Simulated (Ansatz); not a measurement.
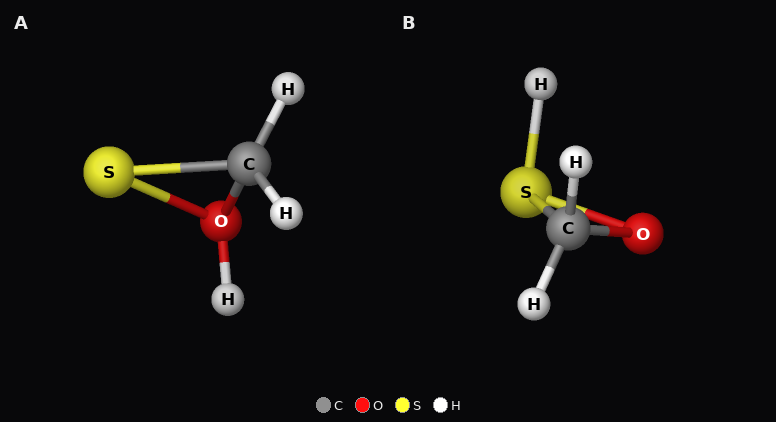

2 stationary structures of one formula. State: charge +1, singlet. Geometries: PBE-D4/def2-SVP. Electronic energies: PBE-D4/def2-SVP (Ansatz 0.2.0), without zero-point energy. No frequency run is at hand to confirm each as a minimum.

Which structure is the most stable?

B is lowest (C1); A lies 0.288 eV above it (C1).
